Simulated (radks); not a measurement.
# Filling a jellium sphere with rs = 5.01 bohr: electrons 7 to 11

Aim: add electrons one at a time to a jellium sphere with rs = 5.01 bohr, try the lowest free levels for each, keep the configuration of least energy, and see where shells close. The background charge grows with the count, so each cluster is neutral; its cation and anion are computed too.

Program: radks, version 2. Model: non-relativistic spin-polarised Kohn-Sham, LDA (Slater exchange, Perdew-Wang correlation), spherically averaged shells. All values are calculated.

### 1 What is given

```
well                     : a jellium sphere with rs = 5.01 bohr
functional               : LDA (Slater exchange, Perdew-Wang correlation)
levels                   : named by radial order: 1s, 1p, 1d, 2s, 1f and so on
units                    : hartree and bohr; summary energies in eV
configuration carried in : 1s2 1p(up 3, down 1) (N = 6, energy -0.371175)
```

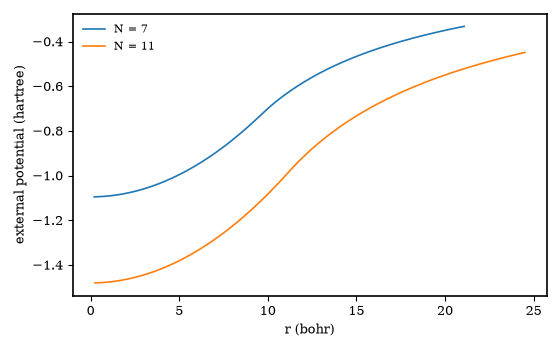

The external potential that the electrons feel, for the smallest and largest background.

### 2 N = 7

Trying: add 1p down. Settings of this run:

```ini
kind = jellium
xc = PW
rs = 5.01  # bohr
electrons = 7
background = 7  # e
configuration = 1s2 1p(up 3, down 2)
```

Run with:

```console
$ python run_model.py task.json out
```

task.json names the series; the program runs every candidate in turn, and a move starts from the lowest state found so far. In the records, mag is the spin moment and err the last SCF error.

The program writes no log. Results of the run, from its result record (rounded, main fields):

```text
status: converged
energy_total [hartree]: -0.446503294
energy_kinetic [hartree]: 0.2970268
energy_external [hartree]: -6.055369
energy_hartree [hartree]: 2.999841
energy_xc [hartree]: -0.7556837
energy_background [hartree]: 3.067681
orbitals [level, occupation, hartree, mean radius in bohr]:
  - ["1s up", 1, -0.130313, 6.43244]
  - ["1p up", 3, -0.0990033, 7.67196]
  - ["1s down", 1, -0.125102, 6.45301]
  - ["1p down", 2, -0.0939911, 7.74453]
r2_mean [bohr^2]: 59.62029
mag [bohr magneton]: 1
err: 4.3e-10
spill_out [electrons]: 1.167711
```

Trying: add 1d up. Changed: configuration = 1s2 1p(up 3, down 1) 1d(up 1, down 0).

Result:

```text
status: converged
energy_total [hartree]: -0.417130193
energy_kinetic [hartree]: 0.3288326
energy_external [hartree]: -6.026943
energy_hartree [hartree]: 2.971291
energy_xc [hartree]: -0.7579926
energy_background [hartree]: 3.067681
orbitals [level, occupation, hartree, mean radius in bohr]:
  - ["1s up", 1, -0.138697, 6.36867]
  - ["1p up", 3, -0.106757, 7.58406]
  - ["1d up", 1, -0.0670345, 8.71514]
  - ["1s down", 1, -0.12426, 6.31921]
  - ["1p down", 1, -0.0918396, 7.71848]
r2_mean [bohr^2]: 60.87587
mag [bohr magneton]: 3
err: 9.3e-10
spill_out [electrons]: 1.239539
```

Trying: add 1d down. Changed: configuration = 1s2 1p(up 3, down 1) 1d(up 0, down 1).

Result:

```text
status: converged
energy_total [hartree]: -0.408380509
energy_kinetic [hartree]: 0.3256359
energy_external [hartree]: -6.018336
energy_hartree [hartree]: 2.963281
energy_xc [hartree]: -0.7466432
energy_background [hartree]: 3.067681
orbitals [level, occupation, hartree, mean radius in bohr]:
  - ["1s up", 1, -0.1369, 6.27794]
  - ["1p up", 3, -0.104027, 7.54977]
  - ["1s down", 1, -0.129457, 6.41942]
  - ["1p down", 1, -0.0980222, 7.73181]
  - ["1d down", 1, -0.0598353, 8.94308]
r2_mean [bohr^2]: 61.34729
mag [bohr magneton]: 1
err: 3.3e-10
spill_out [electrons]: 1.268632
```

The cation, at the same background. Changed: electrons = 6, configuration = 1s2 1p(up 3, down 1).

Result:

```text
status: converged
energy_total [hartree]: -0.30737405
energy_kinetic [hartree]: 0.2790555
energy_external [hartree]: -5.340603
energy_hartree [hartree]: 2.345419
energy_xc [hartree]: -0.6589265
energy_background [hartree]: 3.067681
orbitals [level, occupation, hartree, mean radius in bohr]:
  - ["1s up", 1, -0.231624, 6.12483]
  - ["1p up", 3, -0.1971, 7.24161]
  - ["1s down", 1, -0.219522, 6.14571]
  - ["1p down", 1, -0.185224, 7.35957]
r2_mean [bohr^2]: 52.48624
mag [bohr magneton]: 2
err: 3.6e-12
spill_out [electrons]: 0.6765445
```

The anion, at the same background. Changed: electrons = 8, configuration = 1s2 1p6.

Result:

```text
status: converged
energy_total [hartree]: -0.497707521
energy_kinetic [hartree]: 0.3042243
energy_external [hartree]: -6.70526
energy_hartree [hartree]: 3.681907
energy_xc [hartree]: -0.8462603
energy_background [hartree]: 3.067681
orbitals [level, occupation, hartree, mean radius in bohr]:
  - ["1s up", 1, -0.0385524, 6.71983]
  - ["1p up", 3, -0.00987871, 8.18953]
  - ["1s down", 1, -0.0385524, 6.71983]
  - ["1p down", 3, -0.00987871, 8.18953]
r2_mean [bohr^2]: 68.17238
mag [bohr magneton]: 0
err: 1.1e-09
spill_out [electrons]: 1.852059
```

| candidate | configuration | above the lowest (eV) |
| --- | --- | --- |
| add 1p down | 1s2 1p(up 3, down 2) | lowest |
| add 1d up | 1s2 1p(up 3, down 1) 1d(up 1, down 0) | 0.799 |
| add 1d down | 1s2 1p(up 3, down 1) 1d(up 0, down 1) | 1.04 |

Lowest: 1s2 1p(up 3, down 2).

### 3 8 electrons

Trying: add 1p down. Settings of this run:

```ini
kind = jellium
xc = PW
rs = 5.01  # bohr
electrons = 8
background = 8  # e
configuration = 1s2 1p6
```

The program writes no log. Results of the run, from its result record (rounded, main fields):

```text
status: converged
energy_total [hartree]: -0.528717017
energy_kinetic [hartree]: 0.3269989
energy_external [hartree]: -7.585633
energy_hartree [hartree]: 3.767004
energy_xc [hartree]: -0.8694225
energy_background [hartree]: 3.832335
orbitals [level, occupation, hartree, mean radius in bohr]:
  - ["1s up", 1, -0.128315, 6.70855]
  - ["1p up", 3, -0.0995384, 7.95082]
  - ["1s down", 1, -0.128315, 6.70855]
  - ["1p down", 3, -0.0995384, 7.95082]
r2_mean [bohr^2]: 64.23459
mag [bohr magneton]: 0
err: 1.2e-10
spill_out [electrons]: 1.251948
alpha [bohr^3]: 1333.779
```

Trying: add 1d up. Changed: configuration = 1s2 1p(up 3, down 2) 1d(up 1, down 0).

Result:

```text
status: converged
energy_total [hartree]: -0.496381407
energy_kinetic [hartree]: 0.3568079
energy_external [hartree]: -7.556081
energy_hartree [hartree]: 3.737066
energy_xc [hartree]: -0.8665092
energy_background [hartree]: 3.832335
orbitals [level, occupation, hartree, mean radius in bohr]:
  - ["1s up", 1, -0.136186, 6.64463]
  - ["1p up", 3, -0.106855, 7.86324]
  - ["1d up", 1, -0.06987, 8.95648]
  - ["1s down", 1, -0.128193, 6.58144]
  - ["1p down", 2, -0.0982872, 7.91348]
r2_mean [bohr^2]: 65.3526
mag [bohr magneton]: 2
err: 1.8e-09
spill_out [electrons]: 1.321049
```

Trying: add 1d down. Changed: configuration = 1s2 1p(up 3, down 2) 1d(up 0, down 1).

Result:

```text
status: converged
energy_total [hartree]: -0.492459273
energy_kinetic [hartree]: 0.3555266
energy_external [hartree]: -7.552426
energy_hartree [hartree]: 3.733621
energy_xc [hartree]: -0.8615163
energy_background [hartree]: 3.832335
orbitals [level, occupation, hartree, mean radius in bohr]:
  - ["1s up", 1, -0.133689, 6.55834]
  - ["1p up", 3, -0.10357, 7.83722]
  - ["1s down", 1, -0.13198, 6.67175]
  - ["1p down", 2, -0.102882, 7.93087]
  - ["1d down", 1, -0.0665329, 9.05371]
r2_mean [bohr^2]: 65.51843
mag [bohr magneton]: 0
err: 4.3e-10
spill_out [electrons]: 1.333029
```

The cation, at the same background. Changed: electrons = 7, configuration = 1s2 1p(up 2, down 3).

Result:

```text
status: converged
energy_total [hartree]: -0.38495925
energy_kinetic [hartree]: 0.3112874
energy_external [hartree]: -6.801878
energy_hartree [hartree]: 3.041359
energy_xc [hartree]: -0.7680629
energy_background [hartree]: 3.832335
orbitals [level, occupation, hartree, mean radius in bohr]:
  - ["1s up", 1, -0.220219, 6.43069]
  - ["1p up", 2, -0.188907, 7.60014]
  - ["1s down", 1, -0.225503, 6.4159]
  - ["1p down", 3, -0.194056, 7.54446]
r2_mean [bohr^2]: 57.60909
mag [bohr magneton]: -1
err: 1.5e-10
spill_out [electrons]: 0.7686791
```

The anion, at the same background (1s2 1p6 1d(up 1, down 0)): an occupied level came out unbound, so its energy isn't used.

| candidate | configuration | above the lowest (eV) |
| --- | --- | --- |
| add 1p down | 1s2 1p6 | lowest |
| add 1d up | 1s2 1p(up 3, down 2) 1d(up 1, down 0) | 0.880 |
| add 1d down | 1s2 1p(up 3, down 2) 1d(up 0, down 1) | 0.987 |

Lowest: 1s2 1p6.

### 4 N = 9

Trying: add 1d up. Settings of this run:

```ini
kind = jellium
xc = PW
rs = 5.01  # bohr
electrons = 9
background = 9  # e
configuration = 1s2 1p6 1d(up 1, down 0)
```

The program writes no log. Results of the run, from its result record (rounded, main fields):

```text
status: converged
energy_total [hartree]: -0.581587348
energy_kinetic [hartree]: 0.3828007
energy_external [hartree]: -9.222106
energy_hartree [hartree]: 4.573451
energy_xc [hartree]: -0.9792944
energy_background [hartree]: 4.663561
orbitals [level, occupation, hartree, mean radius in bohr]:
  - ["1s up", 1, -0.133587, 6.91247]
  - ["1p up", 3, -0.106497, 8.13781]
  - ["1d up", 1, -0.0719481, 9.20162]
  - ["1s down", 1, -0.130714, 6.82728]
  - ["1p down", 3, -0.102928, 8.11704]
r2_mean [bohr^2]: 69.65512
mag [bohr magneton]: 1
err: 2.2e-10
spill_out [electrons]: 1.394828
```

Trying: add 2s up. Changed: configuration = 1s2 1p6 2s(up 1, down 0).

Result:

```text
status: converged
energy_total [hartree]: -0.564872793
energy_kinetic [hartree]: 0.3747965
energy_external [hartree]: -9.180477
energy_hartree [hartree]: 4.539104
energy_xc [hartree]: -0.9618576
energy_background [hartree]: 4.663561
orbitals [level, occupation, hartree, mean radius in bohr]:
  - ["1s up", 1, -0.136302, 6.94616]
  - ["1p up", 3, -0.109473, 8.19446]
  - ["2s up", 1, -0.0587076, 8.54708]
  - ["1s down", 1, -0.132048, 7.2068]
  - ["1p down", 3, -0.107238, 8.24596]
r2_mean [bohr^2]: 71.61364
mag [bohr magneton]: 1
err: 5.4e-11
spill_out [electrons]: 1.604455
```

The cation, at the same background. Changed: electrons = 8, configuration = 1s2 1p6.

Result:

```text
status: converged
energy_total [hartree]: -0.469177396
energy_kinetic [hartree]: 0.3409829
energy_external [hartree]: -8.403141
energy_hartree [hartree]: 3.811231
energy_xc [hartree]: -0.8818117
energy_background [hartree]: 4.663561
orbitals [level, occupation, hartree, mean radius in bohr]:
  - ["1s up", 1, -0.219774, 6.69521]
  - ["1p up", 3, -0.190912, 7.83676]
  - ["1s down", 1, -0.219774, 6.69521]
  - ["1p down", 3, -0.190912, 7.83676]
r2_mean [bohr^2]: 62.40137
mag [bohr magneton]: 0
err: 9.5e-10
spill_out [electrons]: 0.8506025
```

The anion, at the same background (1s2 1p6 1d(up 2, down 0)): an occupied level came out unbound, so its energy isn't used.

| candidate | configuration | above the lowest (eV) |
| --- | --- | --- |
| add 1d up | 1s2 1p6 1d(up 1, down 0) | lowest |
| add 2s up | 1s2 1p6 2s(up 1, down 0) | 0.455 |

Kept: 1s2 1p6 1d(up 1, down 0).

From the same record, its empty bound levels (hartree) and its density (bohr, e/bohr³):

```text
empty: [["2s up", -0.054617], ["1f up", -0.033335], ["2p up", -0.022084], ["1d down", -0.068215], ["2s down", -0.052812], ["1f down", -0.029883], ["2p down", -0.020448]]
r: [0.3338, 1.173, 2.012, 2.85, 3.689, 4.528, 5.367, 6.206, 7.045, 7.884, 8.723, 9.561, 10.4, 11.24, 12.08, 12.92, 13.76, 14.59, 15.43, 16.27]
n: [0.001056, 0.001159, 0.001364, 0.001638, 0.001939, 0.002207, 0.00238, 0.002401, 0.002238, 0.001901, 0.001456, 0.0009984, 0.0006139, 0.0003447, 0.0001814, 9.103e-05, 4.417e-05, 2.109e-05, 9.809e-06, 4.506e-06]
```

### 5 N = 10

Trying: add 1d up. Settings of this run:

```ini
kind = jellium
xc = PW
rs = 5.01  # bohr
electrons = 10
background = 10  # e
configuration = 1s2 1p6 1d(up 2, down 0)
```

The program writes no log. Results of the run, from its result record (rounded, main fields):

```text
status: converged
energy_total [hartree]: -0.641571923
energy_kinetic [hartree]: 0.4359054
energy_external [hartree]: -10.99397
energy_hartree [hartree]: 5.451178
energy_xc [hartree]: -1.093474
energy_background [hartree]: 5.558789
orbitals [level, occupation, hartree, mean radius in bohr]:
  - ["1s up", 1, -0.137309, 7.10485]
  - ["1p up", 3, -0.111681, 8.3217]
  - ["1d up", 2, -0.0786321, 9.34259]
  - ["1s down", 1, -0.131924, 6.93906]
  - ["1p down", 3, -0.105029, 8.28552]
r2_mean [bohr^2]: 74.53319
mag [bohr magneton]: 2
err: 7.8e-10
spill_out [electrons]: 1.509769
```

Trying: add 1d down. Changed: configuration = 1s2 1p6 1d(up 1, down 1).

Result:

```text
status: converged
energy_total [hartree]: -0.638125383
energy_kinetic [hartree]: 0.4349048
energy_external [hartree]: -10.99086
energy_hartree [hartree]: 5.448197
energy_xc [hartree]: -1.089156
energy_background [hartree]: 5.558789
orbitals [level, occupation, hartree, mean radius in bohr]:
  - ["1s up", 1, -0.135046, 7.02451]
  - ["1p up", 3, -0.108809, 8.30306]
  - ["1d up", 1, -0.075617, 9.36556]
  - ["1s down", 1, -0.135046, 7.02451]
  - ["1p down", 3, -0.108809, 8.30306]
  - ["1d down", 1, -0.075617, 9.36556]
r2_mean [bohr^2]: 74.64191
mag [bohr magneton]: 0
err: 4.6e-10
spill_out [electrons]: 1.518088
```

Trying: add 2s up. Changed: configuration = 1s2 1p6 1d(up 1, down 0) 2s(up 1, down 0).

Result:

```text
status: converged
energy_total [hartree]: -0.62415745
energy_kinetic [hartree]: 0.4299621
energy_external [hartree]: -10.95581
energy_hartree [hartree]: 5.418663
energy_xc [hartree]: -1.075766
energy_background [hartree]: 5.558789
orbitals [level, occupation, hartree, mean radius in bohr]:
  - ["1s up", 1, -0.139545, 7.1512]
  - ["1p up", 3, -0.114252, 8.37889]
  - ["1d up", 1, -0.081653, 9.39764]
  - ["2s up", 1, -0.0640366, 8.39052]
  - ["1s down", 1, -0.13241, 7.37191]
  - ["1p down", 3, -0.1087, 8.43039]
r2_mean [bohr^2]: 76.05303
mag [bohr magneton]: 2
err: 1.7e-09
spill_out [electrons]: 1.705239
```

Trying: move 1d up to 1d down: the same state as a run above.

The cation, at the same background. Changed: electrons = 9, configuration = 1s2 1p6 1d(up 1, down 0).

Result:

```text
status: converged
energy_total [hartree]: -0.523006902
energy_kinetic [hartree]: 0.3981843
energy_external [hartree]: -10.11035
energy_hartree [hartree]: 4.622985
energy_xc [hartree]: -0.9926123
energy_background [hartree]: 5.558789
orbitals [level, occupation, hartree, mean radius in bohr]:
  - ["1s up", 1, -0.221637, 6.90916]
  - ["1p up", 3, -0.194554, 8.04891]
  - ["1d up", 1, -0.159222, 8.97417]
  - ["1s down", 1, -0.218603, 6.82664]
  - ["1p down", 3, -0.190833, 8.02781]
r2_mean [bohr^2]: 67.80511
mag [bohr magneton]: 1
err: 1.7e-10
spill_out [electrons]: 0.9749934
```

The anion, at the same background. Changed: electrons = 11, configuration = 1s2 1p6 1d(up 3, down 0).

Result:

```text
status: converged
energy_total [hartree]: -0.681973102
energy_kinetic [hartree]: 0.4615154
energy_external [hartree]: -11.81416
energy_hartree [hartree]: 6.298746
energy_xc [hartree]: -1.186867
energy_background [hartree]: 5.558789
orbitals [level, occupation, hartree, mean radius in bohr]:
  - ["1s up", 1, -0.0586625, 7.26568]
  - ["1p up", 3, -0.0341378, 8.59663]
  - ["1d up", 3, -0.00320427, 9.80074]
  - ["1s down", 1, -0.0515771, 7.0132]
  - ["1p down", 3, -0.0252606, 8.55346]
r2_mean [bohr^2]: 82.28592
mag [bohr magneton]: 3
err: 2.4e-10
spill_out [electrons]: 2.212009
```

| candidate | configuration | above the lowest (eV) |
| --- | --- | --- |
| add 1d up | 1s2 1p6 1d(up 2, down 0) | lowest |
| add 1d down | 1s2 1p6 1d(up 1, down 1) | 0.0938 |
| add 2s up | 1s2 1p6 1d(up 1, down 0) 2s(up 1, down 0) | 0.474 |
| move 1d up to 1d down | 1s2 1p6 1d(up 1, down 1) | 0.0938 |

Lowest: 1s2 1p6 1d(up 2, down 0).

### 6 N = 11

Trying: add 1d up. Settings of this run:

```ini
kind = jellium
xc = PW
rs = 5.01  # bohr
electrons = 11
background = 11  # e
configuration = 1s2 1p6 1d(up 3, down 0)
```

The program writes no log. Results of the run, from its result record (rounded, main fields):

```text
status: converged
energy_total [hartree]: -0.707475009
energy_kinetic [hartree]: 0.4861413
energy_external [hartree]: -12.89488
energy_hartree [hartree]: 6.396175
energy_xc [hartree]: -1.210711
energy_background [hartree]: 6.515804
orbitals [level, occupation, hartree, mean radius in bohr]:
  - ["1s up", 1, -0.140004, 7.28696]
  - ["1p up", 3, -0.115654, 8.50266]
  - ["1d up", 3, -0.0839955, 9.49297]
  - ["1s down", 1, -0.13243, 7.04057]
  - ["1p down", 3, -0.106311, 8.45319]
r2_mean [bohr^2]: 79.0702
mag [bohr magneton]: 3
err: 9.7e-10
spill_out [electrons]: 1.605816
```

Trying: add 1d down. Changed: configuration = 1s2 1p6 1d(up 2, down 1).

Result:

```text
status: converged
energy_total [hartree]: -0.701050322
energy_kinetic [hartree]: 0.4844164
energy_external [hartree]: -12.88934
energy_hartree [hartree]: 6.390852
energy_xc [hartree]: -1.202782
energy_background [hartree]: 6.515804
orbitals [level, occupation, hartree, mean radius in bohr]:
  - ["1s up", 1, -0.138185, 7.2085]
  - ["1p up", 3, -0.113282, 8.48398]
  - ["1d up", 2, -0.0814844, 9.51089]
  - ["1s down", 1, -0.135674, 7.12899]
  - ["1p down", 3, -0.110201, 8.46912]
  - ["1d down", 1, -0.0782954, 9.53663]
r2_mean [bohr^2]: 79.24004
mag [bohr magneton]: 1
err: 2.6e-10
spill_out [electrons]: 1.620285
```

Trying: add 2s up. Changed: configuration = 1s2 1p6 1d(up 2, down 0) 2s(up 1, down 0).

Result:

```text
status: converged
energy_total [hartree]: -0.68975802
energy_kinetic [hartree]: 0.4819198
energy_external [hartree]: -12.85972
energy_hartree [hartree]: 6.364953
energy_xc [hartree]: -1.192716
energy_background [hartree]: 6.515804
orbitals [level, occupation, hartree, mean radius in bohr]:
  - ["1s up", 1, -0.141892, 7.34315]
  - ["1p up", 3, -0.117922, 8.56031]
  - ["1d up", 2, -0.0866901, 9.53978]
  - ["2s up", 1, -0.0686047, 8.29393]
  - ["1s down", 1, -0.132237, 7.52728]
  - ["1p down", 3, -0.109491, 8.613]
r2_mean [bohr^2]: 80.28404
mag [bohr magneton]: 3
err: 8.5e-11
spill_out [electrons]: 1.786502
```

Trying: move 1d up to 1d down: the same state as a run above.

The cation, at the same background. Changed: electrons = 10, configuration = 1s2 1p6 1d(up 2, down 0).

Result:

```text
status: converged
energy_total [hartree]: -0.584146414
energy_kinetic [hartree]: 0.4519054
energy_external [hartree]: -11.94897
energy_hartree [hartree]: 5.504389
energy_xc [hartree]: -1.107278
energy_background [hartree]: 6.515804
orbitals [level, occupation, hartree, mean radius in bohr]:
  - ["1s up", 1, -0.222522, 7.10811]
  - ["1p up", 3, -0.19695, 8.25104]
  - ["1d up", 2, -0.163332, 9.15827]
  - ["1s down", 1, -0.216897, 6.94614]
  - ["1p down", 3, -0.190072, 8.21307]
r2_mean [bohr^2]: 72.75549
mag [bohr magneton]: 2
err: 2.2e-10
spill_out [electrons]: 1.079149
```

The anion, at the same background. Changed: electrons = 12, configuration = 1s2 1p6 1d(up 4, down 0).

Result:

```text
status: converged
energy_total [hartree]: -0.753676007
energy_kinetic [hartree]: 0.5096061
energy_external [hartree]: -13.77975
energy_hartree [hartree]: 7.307596
energy_xc [hartree]: -1.306936
energy_background [hartree]: 6.515804
orbitals [level, occupation, hartree, mean radius in bohr]:
  - ["1s up", 1, -0.0625753, 7.43522]
  - ["1p up", 3, -0.0391666, 8.75408]
  - ["1d up", 4, -0.00931575, 9.89268]
  - ["1s down", 1, -0.0535841, 7.10045]
  - ["1p down", 3, -0.0279271, 8.70196]
r2_mean [bohr^2]: 86.25431
mag [bohr magneton]: 4
err: 9.6e-10
spill_out [electrons]: 2.288431
```

| candidate | configuration | above the lowest (eV) |
| --- | --- | --- |
| add 1d up | 1s2 1p6 1d(up 3, down 0) | lowest |
| add 1d down | 1s2 1p6 1d(up 2, down 1) | 0.175 |
| add 2s up | 1s2 1p6 1d(up 2, down 0) 2s(up 1, down 0) | 0.482 |
| move 1d up to 1d down | 1s2 1p6 1d(up 2, down 1) | 0.175 |

Kept: 1s2 1p6 1d(up 3, down 0).

### 7 Collected

| N | configuration | unpaired | E/N (eV) | ionisation (eV) | affinity (eV) | second difference (eV) | spill-out (e) |
| --- | --- | --- | --- | --- | --- | --- | --- |
| 7 | 1s2 1p(up 3, down 2) | 1 | -1.736 | 3.79 | 1.39 | -0.187 | 1.17 |
| 8 | 1s2 1p6 | 0 | -1.798 | 3.91 | - | 0.798 | 1.25 |
| 9 | 1s2 1p6 1d(up 1, down 0) | 1 | -1.758 | 3.06 | - | -0.194 | 1.39 |
| 10 | 1s2 1p6 1d(up 2, down 0) | 2 | -1.746 | 3.23 | 1.10 | -0.161 | 1.51 |
| 11 | 1s2 1p6 1d(up 3, down 0) | 3 | -1.750 | 3.36 | 1.26 | - | 1.61 |

The second difference is E(N+1) + E(N-1) - 2E(N) of neutral clusters.

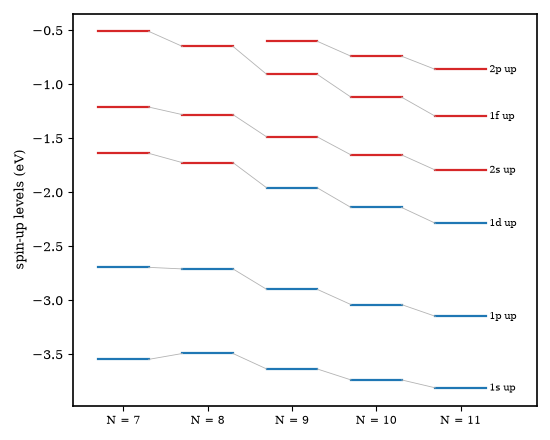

Spin-up levels of the kept configurations; wholly or partly filled blue, empty red.

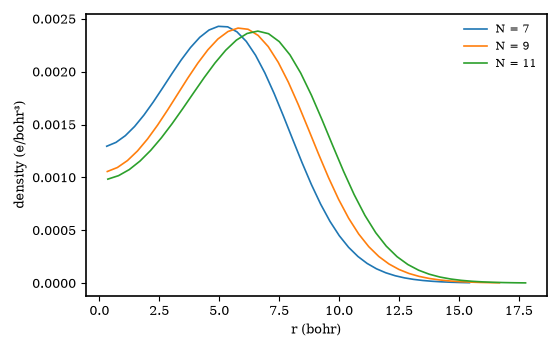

Electron densities along the radius.

### 8 What came out

| quantity | value |
| --- | --- |
| closed shells at N | 8 |
| largest second difference | 0.798 eV at N = 8 (of N = 7 to 10) |
| most unpaired electrons | 3 at N = 11 |
| ionisation energies | 3.06 to 3.91 eV |
| polarisability at N = 8 | 1334 bohr³ |
| configuration at N = 11 | 1s2 1p6 1d(up 3, down 0) |

What this shows: Shells close at N = 8, and the second difference peaks there. Up to 3 electrons are unpaired (N = 11), since exchange favours parallel spins. The polarisability at N = 8 is 1.33 times the classical R³, since electrons spill past the background. The anion gave no bound, converged state at N = 8 and 9; semilocal functionals bind extra electrons too weakly, through self-interaction. The ions keep the filling of the neutral cluster, less or plus one electron, without a search of their own. Spherical averaging forbids deformation, and the greedy search can miss a lower configuration.
